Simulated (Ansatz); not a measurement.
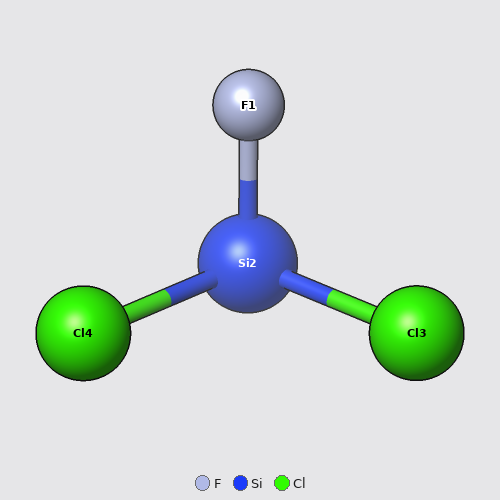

The system is Cl2FSi, SMILES F[Si-](Cl)Cl, charge −1; the picture shows the reference structure. 
- The first coordinate is: umbrella angle at Si2 (between each of its bonds and their common axis; 90 is planar); the second: change of the bonds Si2–F1, Si2–Cl3, Si2–Cl4, all alike.
- Nothing is relaxed (all other coordinates rigid).
- The scan uses an 11 × 11 grid; 66 points were computed and 55 follow by symmetry.
- Points are written as (first, second).
- All energies are given in eV relative to the relaxed molecule at the same level.
- Energies and slopes of some neighbouring points disagree (a jump in structure or state, or too coarse a mesh).
- Computed with RKS PBE0-D4/def2-SVPD in Ansatz.

Its coordinates:

```yaml
atoms:
  - { symbol: F, position_ang: [1.1999, -0.3251, 0.9579] }
  - { symbol: Si, position_ang: [0.1792, -0.6916, -0.3421] }
  - { symbol: Cl, position_ang: [-1.7423, -0.2838, 0.7420] }
  - { symbol: Cl, position_ang: [0.3633, 1.3005, -1.3578] }
```

Range: umbrella angle at Si2 (between each of its bonds and their common axis; 90 is planar) from 47.5 to 132.5°; change of the bonds Si2–F1, Si2–Cl3, Si2–Cl4, all alike from −0.227 to 0.350 Å.

**What landscape does the calculation give?**

The lowest grid point is at (56.0°, 0.004 Å), 0.07 eV from the relaxed molecule at the same level. The same energy is found at (124.0°, 0.004 Å). The highest grid point, (90.0°, −0.227 Å), lies 4.68 eV above the lowest.

| second ↓, first → | 47.5 | 56.0 | 64.5 | 73.0 | 81.5 | 90.0 | 98.5 | 107.0 | 115.5 | 124.0 | 132.5 |
| --- | --- | --- | --- | --- | --- | --- | --- | --- | --- | --- | --- |
| 0.350 | 2.28 | 1.70 | 1.63 | 1.88 | 2.22 | 2.39 | 2.22 | 1.88 | 1.63 | 1.70 | 2.28 |
| 0.293 | 1.90 | 1.29 | 1.26 | 1.56 | 1.97 | 2.17 | 1.97 | 1.56 | 1.26 | 1.29 | 1.90 |
| 0.235 | 1.57 | 0.92 | 0.91 | 1.27 | 1.76 | 2.00 | 1.76 | 1.27 | 0.91 | 0.92 | 1.57 |
| 0.177 | 1.29 | 0.59 | 0.60 | 1.04 | 1.61 | 1.90 | 1.61 | 1.04 | 0.60 | 0.59 | 1.29 |
| 0.119 | 1.09 | 0.32 | 0.36 | 0.87 | 1.55 | 1.88 | 1.55 | 0.87 | 0.36 | 0.32 | 1.09 |
| 0.062 | 1.01 | 0.14 | 0.19 | 0.78 | 1.58 | 1.97 | 1.58 | 0.78 | 0.19 | 0.14 | 1.01 |
| 0.004 | 1.07 | 0.07 | 0.13 | 0.80 | 1.72 | 2.19 | 1.72 | 0.80 | 0.13 | 0.07 | 1.07 |
| −0.054 | 1.32 | 0.16 | 0.20 | 0.94 | 2.00 | 2.55 | 2.00 | 0.94 | 0.20 | 0.16 | 1.32 |
| −0.111 | 1.82 | 0.45 | 0.45 | 1.24 | 2.43 | 3.07 | 2.43 | 1.24 | 0.45 | 0.45 | 1.82 |
| −0.169 | 2.64 | 1.01 | 0.94 | 1.75 | 3.06 | 3.79 | 3.06 | 1.75 | 0.94 | 1.01 | 2.64 |
| −0.227 | 3.88 | 1.93 | 1.75 | 2.55 | 3.93 | 4.76 | 3.93 | 2.55 | 1.75 | 1.93 | 3.88 |

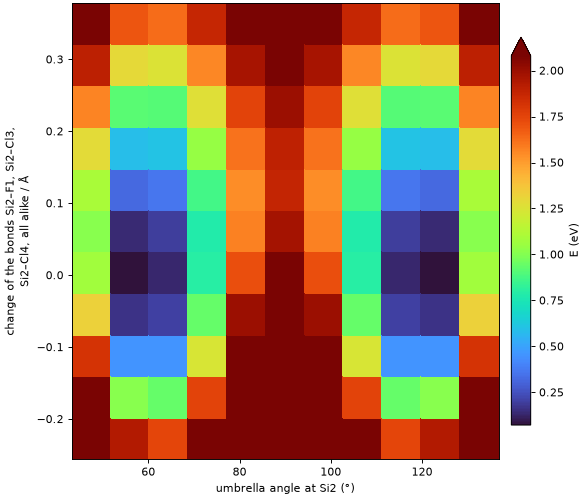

The picture shows one coloured cell a grid point, one colour for all values above the top of the scale.

The whole map (66 points run) took 5.1 min on 1 thread of Intel(R) Xeon(R) Platinum 8259CL CPU @ 2.50GHz (Skylake/Cascade Lake), with other jobs on the host.
